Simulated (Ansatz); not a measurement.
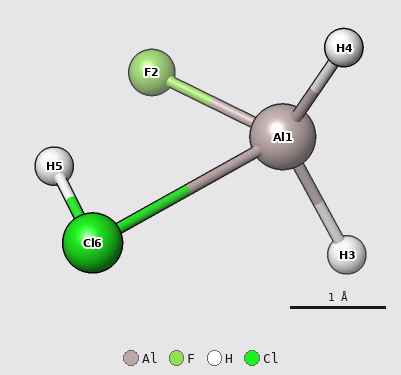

**Figure 1.** The starting structure (ball-and-stick view, seen at a tilt; atoms are numbered from 1 in the order of the input). Sticks mark near contacts. Bond lengths as drawn: Al–Cl 2.63 Å, Al–F 1.75 Å, Al–H 1.59 Å and Cl–H 1.33 Å.

## AlH3ClF: nudged elastic band

- system: AlH3ClF
- method: RKS PBE-D4/def2-SVPD (Ansatz 0.2.0)

One setting was made poor on purpose. It belongs to a series of runs on one base structure; here: band between the two ends. Figures and captions count atoms from 1; the log counts them from 0 in places.

Input:
```yaml
crystal:
  periodic: [false, false, false]
  atoms:
    - { symbol: Al, position_ang: [-0.61502, 0.336927, -0.362266] }
    - { symbol: F, position_ang: [-0.78236, -0.632699, 1.079463] }
    - { symbol: H, position_ang: [-0.920352, -0.423764, -1.721551] }
    - { symbol: H, position_ang: [-0.598056, 1.905061, -0.116898] }
    - { symbol: H, position_ang: [1.032358, -0.844587, 1.006644] }
    - { symbol: Cl, position_ang: [1.883431, -0.34084, 0.114509] }
basis:
  gaussian: { orbitals: def2-SVPD }
hamiltonian:
  xc: pbe
  dispersion: d4
neb:
  order_check: false
  images: 7
  f_tol: 0.05
  max_iterations: 60
  initial_path: linear
  final_atoms:
    - { symbol: Al, position_ang: [-0.25648848, 0.39859491, -0.52516302] }
    - { symbol: F, position_ang: [-0.50287219, -0.74445563, 1.17987868] }
    - { symbol: H, position_ang: [-0.95121219, -0.46242811, -1.65945659] }
    - { symbol: H, position_ang: [-0.62706567, 1.8651215, -0.05336575] }
    - { symbol: H, position_ang: [0.47470557, -0.87794609, 1.17457593] }
    - { symbol: Cl, position_ang: [1.86293396, -0.17878857, -0.11656826] }
```

Run on 2 threads of Arm Neoverse V2, 24 GiB of memory available, shared host.

Command:
```bash
ansatz run input.yaml --threads 2 --pin off --max-ram 3072MiB --backend cpu --events-out ev --progress --plain --runs-dir out
```

Log:
```
Engine: ansatz 0.2.0, aarch64-unknown-linux-gnu
Functional definition: PBE
  parameter kappa = 0.804
  parameter beta = 0.06672455060314922
  exchange = pbe_x(kappa = kappa, mu = beta*pi^2/3)
  correlation = pbe_c(beta = beta)
882 factors; their error is unknown
mean field evaluation 1: about -21864.9716 eV, gradient 4.0e1 eV
mean field evaluation 2: about -21849.8243 eV, gradient 1.1e2 eV
mean field evaluation 4: about -21867.8397 eV, gradient 2.7e0 eV
mean field evaluation 8: about -21867.8542 eV, gradient 4.7e-2 eV
mean field evaluation 16: about -21867.8101 eV, gradient 7.7e-5 eV
mean field -21867.81006733 eV, -803.6271974404 hartree, gradient 7.7e-5 eV, S^2 0.000000; 0 other end points of the search recorded, 0 dependent functions left out
the calculation of the forces begins
reference -21867.81011777 eV, -803.6271992941 hartree; 21, 21 occupied and 77, 77 virtual orbitals, 882 factors
882 factors; their error is unknown
mean field evaluation 32: about -21867.9125 eV, gradient 7.7e-5 eV
mean field -21867.91254632 eV, -803.6309634737 hartree, gradient 7.7e-5 eV, S^2 0.000000; 0 other end points of the search recorded, 0 dependent functions left out
[... from here on the field's lines of each further geometry are left out, up to the last ...]
NEB iter   1: max|band force component| = 1.670e0 eV/Å  barrier→ = 0.3408 eV  barrier← = 0.4439 eV  Δτ_max = 0.1517 Å  (229 SCF iters)
NEB iter   2: max|band force component| = 1.318e0 eV/Å  barrier→ = 0.0852 eV  barrier← = 0.1884 eV  Δτ_max = 0.1321 Å  (193 SCF iters)
NEB iter   3: max|band force component| = 6.062e-1 eV/Å  barrier→ = 0.0266 eV  barrier← = 0.1298 eV  Δτ_max = 0.0832 Å  (195 SCF iters)
NEB iter   4: max|band force component| = 2.873e-1 eV/Å  barrier→ = 0.0196 eV  barrier← = 0.1228 eV  CI = image 3  Δτ_max = 0.0250 Å  (194 SCF iters)
NEB iter   5: max|band force component| = 7.431e-2 eV/Å  barrier→ = 0.0184 eV  barrier← = 0.1216 eV  CI = image 3  Δτ_max = 0.0109 Å  (198 SCF iters)
the calculation of the forces begins
reference -21867.90327513 eV, -803.6306227637 hartree; 21, 21 occupied and 77, 77 virtual orbitals, 882 factors
882 factors; their error is unknown
mean field -21867.79001493 eV, -803.6264605281 hartree, gradient 1.4e-5 eV, S^2 0.000000; 1 other end points of the search recorded, 0 dependent functions left out
the calculation of the forces begins
reference -21867.79006378 eV, -803.6264623234 hartree; 21, 21 occupied and 77, 77 virtual orbitals, 882 factors
NEB iter   6: max|band force component| = 3.688e-2 eV/Å  barrier→ = 0.0188 eV  barrier← = 0.1220 eV  CI = image 3  Δτ_max = 0.0000 Å  (380 SCF iters)
```

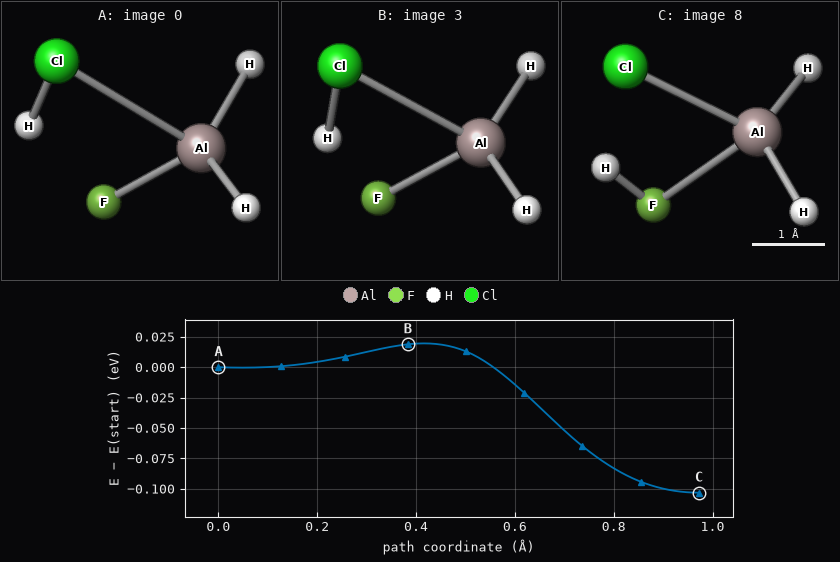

**Figure 2.** Images of the last band (counted from 0; ball-and-stick, seen at a tilt) above the energy along the path; the line is a cubic interpolation that uses the forces. The highest image is number 3, 0.019 eV above the start and 0.122 eV above the end (the climbing image); the end lies 0.103 eV below the start. The path is 0.97 Å long. The band converged in 6 iterations.

```
Total energy: -21867.88311301 eV, -803.6298818196 hartree
Atom 0 at    -0.474922     0.343104    -0.399665 Å, force    -0.011875    -0.019398     0.030172 eV/Å
Atom 1 at    -0.604870    -0.676112     1.104969 Å, force    -0.018506     0.017329    -0.027150 eV/Å
Atom 2 at    -0.917986    -0.448585    -1.698202 Å, force    -0.002669     0.003146    -0.003921 eV/Å
Atom 3 at    -0.597527     1.890606    -0.083979 Å, force     0.001379     0.002481    -0.004357 eV/Å
Atom 4 at     0.755620    -0.771400     0.962015 Å, force     0.027724    -0.001576     0.001960 eV/Å
Atom 5 at     1.839686    -0.337515     0.114762 Å, force     0.003947    -0.001982     0.003295 eV/Å
Dipole moment:     0.056695     0.024483    -0.047060 e Å
this run last wrote the band of iteration 6 to [file]
```

The last band as extended XYZ (Å, eV, eV/Å):
```
6
Properties=species:S:1:pos:R:3:forces:R:3 image=0 energy=-21867.90186
Al   -0.6150    0.3369   -0.3623    0.0204   0.0101  -0.0137
F    -0.7824   -0.6327    1.0795   -0.0051  -0.0105   0.0092
H    -0.9204   -0.4238   -1.7216   -0.0094   0.0004   0.0025
H    -0.5981    1.9051   -0.1169   -0.0087  -0.0007   0.0007
H     1.0324   -0.8446    1.0066   -0.0252  -0.0071   0.0223
Cl    1.8834   -0.3408    0.1145    0.0281   0.0077  -0.0210
6
Properties=species:S:1:pos:R:3:forces:R:3 image=1 energy=-21867.90104
Al   -0.5746    0.3361   -0.3711   -0.0167  -0.0076   0.0154
F    -0.7248   -0.6472    1.0837   -0.0121   0.0146  -0.0179
H    -0.9202   -0.4308   -1.7160    0.0016   0.0012  -0.0005
H    -0.5941    1.9003   -0.1074    0.0007  -0.0011  -0.0012
H     0.9375   -0.8097    0.9839    0.0198  -0.0046   0.0029
Cl    1.8763   -0.3485    0.1268    0.0068  -0.0024   0.0014
6
Properties=species:S:1:pos:R:3:forces:R:3 image=2 energy=-21867.89334
Al   -0.5279    0.3386   -0.3818   -0.0359  -0.0155   0.0295
F    -0.6657   -0.6587    1.0932   -0.0376   0.0195  -0.0264
H    -0.9143   -0.4418   -1.7063   -0.0007   0.0061  -0.0063
H    -0.5944    1.8961   -0.0946    0.0030   0.0030  -0.0078
H     0.8449   -0.7862    0.9634    0.0553  -0.0061   0.0040
Cl    1.8575   -0.3479    0.1260    0.0159  -0.0070   0.0070
6
Properties=species:S:1:pos:R:3:forces:R:3 image=3 energy=-21867.88306
Al   -0.4749    0.3431   -0.3997   -0.0119  -0.0194   0.0302
F    -0.6049   -0.6761    1.1050   -0.0185   0.0173  -0.0272
H    -0.9180   -0.4486   -1.6982   -0.0027   0.0031  -0.0039
H    -0.5975    1.8906   -0.0840    0.0014   0.0025  -0.0044
H     0.7556   -0.7714    0.9620    0.0277  -0.0016   0.0020
Cl    1.8397   -0.3375    0.1148    0.0039  -0.0020   0.0033
6
Properties=species:S:1:pos:R:3:forces:R:3 image=4 energy=-21867.88884
Al   -0.4227    0.3507   -0.4215    0.0645   0.0258  -0.0521
F    -0.5567   -0.6909    1.1151    0.0511  -0.0451   0.0514
H    -0.9231   -0.4528   -1.6908   -0.0088  -0.0026   0.0017
H    -0.6013    1.8857   -0.0767   -0.0050   0.0000   0.0044
H     0.6740   -0.7716    0.9799   -0.1100  -0.0066   0.0356
Cl    1.8297   -0.3210    0.0939    0.0081   0.0284  -0.0410
6
Properties=species:S:1:pos:R:3:forces:R:3 image=5 energy=-21867.92283
Al   -0.3696    0.3620   -0.4489    0.1426   0.0459  -0.0962
F    -0.5262   -0.7065    1.1308    0.0913  -0.0589   0.0657
H    -0.9254   -0.4551   -1.6857   -0.0146  -0.0070   0.0098
H    -0.6028    1.8819   -0.0719   -0.0109  -0.0057   0.0119
H     0.5949   -0.7820    1.0121   -0.2236  -0.0588   0.1309
Cl    1.8291   -0.3002    0.0635    0.0152   0.0845  -0.1221
6
Properties=species:S:1:pos:R:3:forces:R:3 image=6 energy=-21867.96674
Al   -0.3162    0.3754   -0.4800    0.1365   0.0489  -0.0962
F    -0.5229   -0.7166    1.1447    0.0344  -0.0547   0.0687
H    -0.9213   -0.4549   -1.6855   -0.0093  -0.0029   0.0158
H    -0.5984    1.8798   -0.0725   -0.0089  -0.0123   0.0085
H     0.5251   -0.8082    1.0646   -0.1684  -0.0643   0.1294
Cl    1.8338   -0.2754    0.0286    0.0157   0.0853  -0.1262
6
Properties=species:S:1:pos:R:3:forces:R:3 image=7 energy=-21867.99598
Al   -0.2682    0.3897   -0.5096    0.0657   0.0222  -0.0491
F    -0.5382   -0.7237    1.1566   -0.0092  -0.0224   0.0342
H    -0.9137   -0.4527   -1.6857   -0.0036  -0.0004   0.0059
H    -0.5904    1.8790   -0.0769   -0.0033  -0.0045   0.0042
H     0.4658   -0.8430    1.1260   -0.0597  -0.0413   0.0731
Cl    1.8446   -0.2493   -0.0104    0.0102   0.0464  -0.0683
6
Properties=species:S:1:pos:R:3:forces:R:3 image=8 energy=-21868.00504
Al   -0.2296    0.4017   -0.5352    0.0006   0.0003  -0.0009
F    -0.5590   -0.7267    1.1656    0.0000  -0.0011   0.0006
H    -0.9056   -0.4490   -1.6884    0.0000   0.0000  -0.0001
H    -0.5818    1.8787   -0.0825    0.0001  -0.0001   0.0004
H     0.4148   -0.8826    1.1936   -0.0005   0.0009   0.0006
Cl    1.8612   -0.2219   -0.0533   -0.0003   0.0000  -0.0005
```

Summary:

- outcome: converged
- barrier, forward: 0.019 eV
- barrier, backward: 0.122 eV
- wall time: 53 s (CPU time 100 s)
- peak memory: 0.16 GiB

Remarks:

A deliberately poor setting: straight start. The order of the saddle point was not checked.
